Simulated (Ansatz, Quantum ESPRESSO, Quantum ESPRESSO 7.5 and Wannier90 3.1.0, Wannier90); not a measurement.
# zigzag Na chain, bond 3.30 Å, width 1.6 Å: Wannier functions and conductance

Wanted: localised orbitals and the quantum conductance of this wire: zigzag Na chain, bond 3.30 Å, width 1.6 Å.

Method: plane-wave DFT, PBE, GBRV ultrasoft pseudopotentials (cross-check by Ansatz 0.2.0 with PAW datasets), in Quantum ESPRESSO 7.5 and Wannier90 3.1.0.

**1. Starting point**

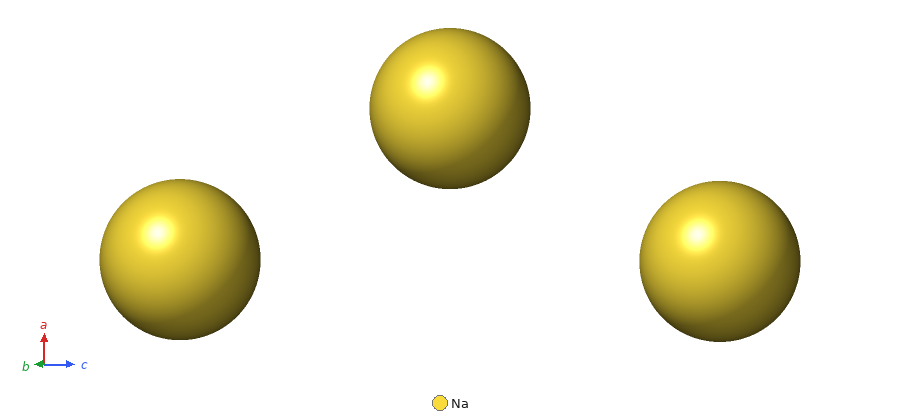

The starting structure, seen from the side, with the c axis across the page (sodium yellow). Some periodic images of atoms are drawn too.

The cell holds 2 atoms: 2 Na. Its edges and angles: a = 9.000 Å, b = 8.000 Å, c = 5.772 Å, α = 90.0°, β = 90.0°, γ = 90.0°. Vacuum lies along a and b. The structure's axis is c.

**2. Ground state**

scf.in reads:

```
&control
  prefix = 'scf'
  outdir = './out'
  pseudo_dir = './pseudo'
  calculation = 'scf'
  tprnfor = .true.
/
&system
  ibrav = 0
  nat = 2
  ntyp = 1
  ecutwfc = 34
  ecutrho = 170
  occupations = 'smearing'
  smearing = 'mv'
  degauss = 0.005
/
&electrons
  conv_thr = 1e-07
  mixing_beta = 0.4
  electron_maxstep = 120
  mixing_mode = 'local-TF'
/
ATOMIC_SPECIES
  Na  22.9898  na_pbe_v1.5.uspp.F.UPF
CELL_PARAMETERS angstrom
  9.00000000000000 0.00000000000000 0.00000000000000
  0.00000000000000 8.00000000000000 0.00000000000000
  0.00000000000000 0.00000000000000 5.77234787586472
ATOMIC_POSITIONS crystal
  Na  -0.088888888900 0.000000000000 0.000000000000
  Na  0.088888888900 0.000000000000 0.500000000000
K_POINTS automatic
  1 1 12 0 0 0
```

Started as:

```bash
OMP_NUM_THREADS=1 mpirun -n 2 pw.x -nk 1 -in scf.in > scf.out
```

The log of the run:

```text
Program PWSCF v.7.5 starts
[citation notice left out]

     Parallel version (MPI & OpenMP), running on       2 processor cores
     Number of MPI processes:                 2
     Threads/MPI process:                     1

     MPI processes distributed on     1 nodes
[...]
Current dimensions of program PWSCF are:
     Max number of different atomic species (ntypx) = 10
     Max number of k-points (npk) =  40000
     Max angular momentum in pseudopotentials (lmaxx) =  4
     Message from routine setup:
     using ibrav=0 with symmetry is DISCOURAGED, use correct ibrav instead

     R & G space division:  proc/nbgrp/npool/nimage =       2
     Subspace diagonalization in iterative solution of the eigenvalue problem:
     a serial algorithm will be used

     Parallelization info
     --------------------
     sticks:   dense  smooth     PW     G-vecs:    dense   smooth      PW
     Min        1744    1393    384                52508    37557    5434
     Max        1745    1394    385                52509    37558    5435
     Sum        3489    2787    769               105017    75115   10869

     Using Slab Decomposition

     bravais-lattice index     =            0
     lattice parameter (alat)  =      17.0075  a.u.
     unit-cell volume          =    2804.6689 (a.u.)^3
     number of atoms/cell      =            2
     number of atomic types    =            1
     number of electrons       =        18.00
     number of Kohn-Sham states=           13
     kinetic-energy cutoff     =      34.0000  Ry
     charge density cutoff     =     170.0000  Ry
     scf convergence threshold =      1.0E-07
     mixing beta               =       0.4000
     number of iterations used =            8  local-TF  mixing
     Exchange-correlation=  SLA  PW   PBX  PBC
                           (   1   4   3   4   0   0   0)

     celldm(1)=  17.007535  celldm(2)=   0.000000  celldm(3)=   0.000000
     celldm(4)=   0.000000  celldm(5)=   0.000000  celldm(6)=   0.000000

     crystal axes: (cart. coord. in units of alat)
               a(1) = (   1.000000   0.000000   0.000000 )
               a(2) = (   0.000000   0.888889   0.000000 )
               a(3) = (   0.000000   0.000000   0.641372 )

     reciprocal axes: (cart. coord. in units 2 pi/alat)
               b(1) = (  1.000000  0.000000  0.000000 )
               b(2) = (  0.000000  1.125000  0.000000 )
               b(3) = (  0.000000  0.000000  1.559158 )

     PseudoPot. # 1 for Na read from file:
     ./pseudo/na_pbe_v1.5.uspp.F.UPF
     Pseudo is Ultrasoft, Zval =  9.0
     Generated by new atomic code, or converted to UPF format
     Using radial grid of  819 points,  5 beta functions with:
                l(1) =   0
                l(2) =   0
                l(3) =   1
                l(4) =   1
                l(5) =   2
     Q(r) pseudized with  8 coefficients,  rinner =    1.250   1.250   1.250
                                                       1.250   1.250

     atomic species   valence    mass     pseudopotential
     Na                9.00    22.98980     Na( 1.00)

      8 Sym. Ops., with inversion, found ( 4 have fractional translation)

   Cartesian axes

     site n.     atom                  positions (alat units)
         1        Na     tau(   1) = (  -0.0888889   0.0000000   0.0000000  )
         2        Na     tau(   2) = (   0.0888889   0.0000000   0.3206860  )

     number of k points=     7  Marzari-Vanderbilt smearing, width (Ry)=  0.0050
                       cart. coord. in units 2pi/alat
        k(    1) = (   0.0000000   0.0000000   0.0000000), wk =   0.1666667
        k(    2) = (   0.0000000   0.0000000   0.1299298), wk =   0.3333333
        k(    3) = (   0.0000000   0.0000000   0.2598596), wk =   0.3333333
        k(    4) = (   0.0000000   0.0000000   0.3897894), wk =   0.3333333
        k(    5) = (   0.0000000   0.0000000   0.5197192), wk =   0.3333333
        k(    6) = (   0.0000000   0.0000000   0.6496490), wk =   0.3333333
        k(    7) = (   0.0000000   0.0000000  -0.7795788), wk =   0.1666667

     Dense  grid:   105017 G-vectors     FFT dimensions: (  72,  64,  48)

     Smooth grid:    75115 G-vectors     FFT dimensions: (  64,  60,  48)

     Estimated max dynamical RAM per process >     127.91 MB

     Estimated total dynamical RAM >     255.83 MB

     Initial potential from superposition of free atoms

     starting charge      17.9874, renormalised to      18.0000

     negative rho (up, down):  1.466E-05 0.000E+00
     Starting wfcs are   10 randomized atomic wfcs +    3 random wfcs

     total cpu time spent up to now is        0.4 secs

     per-process dynamical memory:    37.6 Mb

     Self-consistent Calculation

     iteration #  1     ecut=    34.00 Ry     beta= 0.40
     Davidson diagonalization with overlap
     ethr =  1.00E-02,  avg # of iterations =  8.4

     Threshold (ethr) on eigenvalues was too large:
     Diagonalizing with lowered threshold

     Davidson diagonalization with overlap
     ethr =  4.10E-05,  avg # of iterations =  9.4

     total cpu time spent up to now is        2.4 secs

     total energy              =    -190.61618855 Ry
     estimated scf accuracy    <       0.00943645 Ry

     iteration #  2     ecut=    34.00 Ry     beta= 0.40
[...]
total energy              =    -190.61458667 Ry
     estimated scf accuracy    <       0.00617491 Ry

     iteration #  3     ecut=    34.00 Ry     beta= 0.40
[...]
total energy              =    -190.61540922 Ry
     estimated scf accuracy    <       0.00031976 Ry

     iteration #  4     ecut=    34.00 Ry     beta= 0.40
[...]
total energy              =    -190.61549604 Ry
     estimated scf accuracy    <       0.00010399 Ry

     iteration #  5     ecut=    34.00 Ry     beta= 0.40
[...]
total energy              =    -190.61550906 Ry
     estimated scf accuracy    <       0.00007097 Ry

     iteration #  6     ecut=    34.00 Ry     beta= 0.40
[...]
total energy              =    -190.61552524 Ry
     estimated scf accuracy    <       0.00000540 Ry

     iteration #  7     ecut=    34.00 Ry     beta= 0.40
[...]
total energy              =    -190.61552698 Ry
     estimated scf accuracy    <       0.00000115 Ry

     iteration #  8     ecut=    34.00 Ry     beta= 0.40
[...]
total energy              =    -190.61552778 Ry
     estimated scf accuracy    <       0.00000016 Ry

     iteration #  9     ecut=    34.00 Ry     beta= 0.40
[...]
End of self-consistent calculation

          k = 0.0000 0.0000 0.0000 (  9359 PWs)   bands (ev):

   -55.5820 -55.5787 -27.5158 -27.5051 -27.5022 -27.4957 -27.4956 -27.4709
    -3.1091  -0.6940  -0.2146   0.1099   0.8492

          k = 0.0000 0.0000 0.1299 (  9383 PWs)   bands (ev):

   -55.5820 -55.5788 -27.5158 -27.5054 -27.5021 -27.4959 -27.4951 -27.4713
    -3.0772  -0.6657  -0.1846   0.1398   0.5780

          k = 0.0000 0.0000 0.2599 (  9346 PWs)   bands (ev):

   -55.5818 -55.5789 -27.5155 -27.5060 -27.5017 -27.4960 -27.4936 -27.4724
    -2.9814  -0.5868  -0.0946   0.0074   0.2288

          k = 0.0000 0.0000 0.3898 (  9374 PWs)   bands (ev):

   -55.5816 -55.5792 -27.5151 -27.5071 -27.5013 -27.4966 -27.4914 -27.4742
    -2.8223  -0.6408  -0.3507   0.0553   0.3733

          k = 0.0000 0.0000 0.5197 (  9374 PWs)   bands (ev):

   -55.5812 -55.5795 -27.5142 -27.5086 -27.5005 -27.4973 -27.4886 -27.4765
    -2.6003  -1.1131  -0.1851   0.2649   0.5570

          k = 0.0000 0.0000 0.6496 (  9368 PWs)   bands (ev):

   -55.5808 -55.5799 -27.5131 -27.5101 -27.4997 -27.4981 -27.4854 -27.4792
    -2.3165  -1.5694   0.0742   0.5337   0.6406

[...]
the Fermi energy is    -1.9627 ev

!    total energy              =    -190.61552821 Ry
     estimated scf accuracy    <       0.00000003 Ry
     smearing contrib. (-TS)   =      -0.00027349 Ry
     internal energy E=F+TS    =    -190.61525473 Ry

     The total energy is F=E-TS. E is the sum of the following terms:
     one-electron contribution =    -266.47981883 Ry
     hartree contribution      =     131.24948751 Ry
     xc contribution           =     -28.49310495 Ry
     ewald contribution        =     -26.89181846 Ry

     convergence has been achieved in   9 iterations

     Forces acting on atoms (cartesian axes, Ry/au):

     atom    1 type  1   force =    -0.00384613    0.00000000    0.00000000
     atom    2 type  1   force =     0.00384613    0.00000000    0.00000000

     Total force =     0.005439     Total SCF correction =     0.000323

[...]
=------------------------------------------------------------------------------=
   JOB DONE.
=------------------------------------------------------------------------------=
```

Wall time 9.7 s (2 MPI ranks of Arm Neoverse V2, shared host); peak memory 0.33 GiB; 19 s of CPU time.

Numbers from this step:

- free energy: -2593.4564 eV
- Fermi energy: -1.963 eV

The program's own clock; routines nest. Time by routine:

| routine | wall time (s) | calls |
| --- | --- | --- |
| PWSCF | 9.11 | 1 |
| electrons | 8.51 | 1 |
| c_bands | 4.56 | 10 |
| cegterg | 4.41 | 70 |
| h_psi | 3.66 | 371 |
| fftw | 3.5 | 5890 |
| vloc_psi | 3.32 | 371 |
| sum_band | 1.69 | 10 |
| mix_rho | 1.14 | 10 |
| newd | 0.86 | 10 |
| ffts | 0.6 | 640 |
| init_run | 0.39 | 1 |
| v_of_rho | 0.34 | 10 |
| calbec | 0.23 | 469 |

The run needed 9 iterations to bring the estimated error under 1e-07 Ry; the largest force on any atom, held or free, is 0.10 eV/Å.

**3. Full uniform mesh without symmetry**

Wannier90 needs the states on a whole uniform mesh, listed point by point, without symmetry.

nscf.in, as its differences from the input of step 2:

```diff
@@ -1,7 +1,6 @@
 &control
-  prefix = 'scf'
+  prefix = 'nscf'
   outdir = './out'
   pseudo_dir = './pseudo'
-  calculation = 'scf'
-  tprnfor = .true.
+  calculation = 'nscf'
 /
@@ -16,5 +15,8 @@
   degauss = 0.005
+  nosym = .true.
+  noinv = .true.
+  nbnd = 17
 /
 &electrons
-  conv_thr = 1e-07
+  conv_thr = 1e-09
   mixing_beta = 0.4
@@ -22,2 +24,3 @@
   mixing_mode = 'local-TF'
+  diago_full_acc = .true.
 /
@@ -32,3 +35,9 @@
   Na  0.088888888900 0.000000000000 0.500000000000
-K_POINTS automatic
-  1 1 12 0 0 0
+K_POINTS crystal
+6
+  0.0000000000 0.0000000000 0.0000000000 0.1666666667
+  0.0000000000 0.0000000000 0.1666666667 0.1666666667
+  0.0000000000 0.0000000000 0.3333333333 0.1666666667
+  0.0000000000 0.0000000000 0.5000000000 0.1666666667
+  0.0000000000 0.0000000000 0.6666666667 0.1666666667
+  0.0000000000 0.0000000000 0.8333333333 0.1666666667
```

Started as:

```bash
cp -r out/scf.save out/nscf.save
cp out/scf.xml out/nscf.xml
OMP_NUM_THREADS=1 mpirun -n 2 pw.x -nk 1 -in nscf.in > nscf.out
```

The log of the run:

```text
[banner, memory and clock lines left out]
Program PWSCF v.7.5 starts
[citation notice left out]

[...]
bravais-lattice index     =            0
     lattice parameter (alat)  =      17.0075  a.u.
     unit-cell volume          =    2804.6689 (a.u.)^3
     number of atoms/cell      =            2
     number of atomic types    =            1
     number of electrons       =        18.00
     number of Kohn-Sham states=           17
     kinetic-energy cutoff     =      34.0000  Ry
     charge density cutoff     =     170.0000  Ry
     Exchange-correlation=  SLA  PW   PBX  PBC
                           (   1   4   3   4   0   0   0)

[...]
PseudoPot. # 1 for Na read from file:
     ./pseudo/na_pbe_v1.5.uspp.F.UPF
     Pseudo is Ultrasoft, Zval =  9.0
     Generated by new atomic code, or converted to UPF format
     Using radial grid of  819 points,  5 beta functions with:
                l(1) =   0
                l(2) =   0
                l(3) =   1
                l(4) =   1
                l(5) =   2
     Q(r) pseudized with  8 coefficients,  rinner =    1.250   1.250   1.250
                                                       1.250   1.250

     atomic species   valence    mass     pseudopotential
     Na                9.00    22.98980     Na( 1.00)

     No symmetry found

[...]
number of k points=     6  Marzari-Vanderbilt smearing, width (Ry)=  0.0050
[...]
Dense  grid:   105017 G-vectors     FFT dimensions: (  72,  64,  45)

     Smooth grid:    75115 G-vectors     FFT dimensions: (  64,  60,  45)

     The potential is recalculated from file :
     ./out/nscf.save/charge-density

     Starting wfcs are   10 randomized atomic wfcs +    7 random wfcs

     Band Structure Calculation
     Davidson diagonalization with overlap
     c_bands:  1 eigenvalues not converged

     ethr =  5.56E-12,  avg # of iterations = 78.7

     End of band structure calculation

          k = 0.0000 0.0000 0.0000 (  9359 PWs)   bands (ev):

   -55.5817 -55.5784 -27.5154 -27.5048 -27.5019 -27.4954 -27.4953 -27.4705
    -3.1088  -0.6938  -0.2142   0.1098   0.8483   0.9580   1.7896   2.0821
     2.7314

          k = 0.0000 0.0000 0.2599 (  9346 PWs)   bands (ev):

   -55.5815 -55.5786 -27.5151 -27.5057 -27.5014 -27.4957 -27.4933 -27.4720
    -2.9811  -0.5865  -0.0942   0.0077   0.2287   0.9728   2.1553   2.3592
     2.7815

[...]
the Fermi energy is    -1.9624 ev
     (compare with:    -1.9627 eV, computed in scf)

[...]
```

The job ended after 7.6 s (2 MPI ranks; peak memory 0.13 GiB).

This step gave:

* Fermi energy: -1.962 eV

The program's own clock; routines nest. Time by routine:

| routine | wall time (s) | calls |
| --- | --- | --- |
| PWSCF | 7.04 | 1 |
| electrons | 6.75 | 1 |
| c_bands | 6.75 | 1 |
| cegterg | 6.57 | 26 |
| h_psi | 4.83 | 504 |
| vloc_psi | 4.36 | 504 |
| fftw | 3.9 | 6622 |
| h_psi:calbec | 0.23 | 504 |
| calbec | 0.23 | 504 |
| init_run | 0.22 | 1 |
| add_vuspsi | 0.22 | 504 |
| s_psi | 0.2 | 504 |
| cdiaghg | 0.13 | 478 |
| newd | 0.09 | 1 |

(Part 1 of 5 ends here.)

[Logs are printed without paths, hosts, clocks, repeated set-up lines and the standing remarks that a program may print on its own settings, such as how far it seeks lower states.]

[Hosts, paths, dates, database ids (printed as entryN), source tags and the programs' standing remarks are cut or masked in the printed files.]

[Maps of the electrostatic potential energy from Ansatz leave out the sawtooth potential of an applied field or a dipole correction, so their vacuum need not be flat; planar profiles and work functions include it.]
